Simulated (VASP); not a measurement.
Band structure of Zr$_{3}$Pt (space group Pm-3m). Calculation: PBEsol GGA, VASP's PBE PAW potentials (set 64) (plane waves; VASP 6.6.1).

Unless said otherwise, spin-orbit coupling is left out, though it shifts the bands of the heavy elements here.

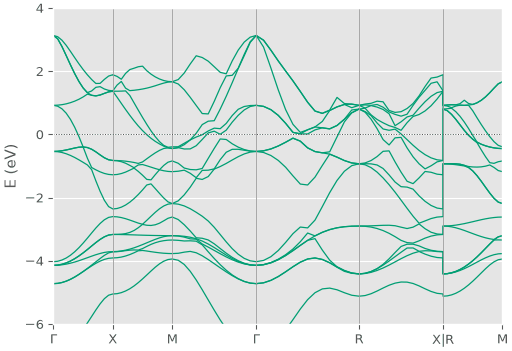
*Bands along high-symmetry lines, zero at the valence-band maximum or, without a gap, the Fermi level*

Read the plot: is there a gap, and where are the band edges?

It has no gap at this level: it comes out as a metal or semimetal. (Edges off the drawn lines would not show.)

The structure comes from a computed database's Zr3Pt entry (Pm-3m); how it stands against other phases isn't given here. It was relaxed first, which changed the volume by -5 %.
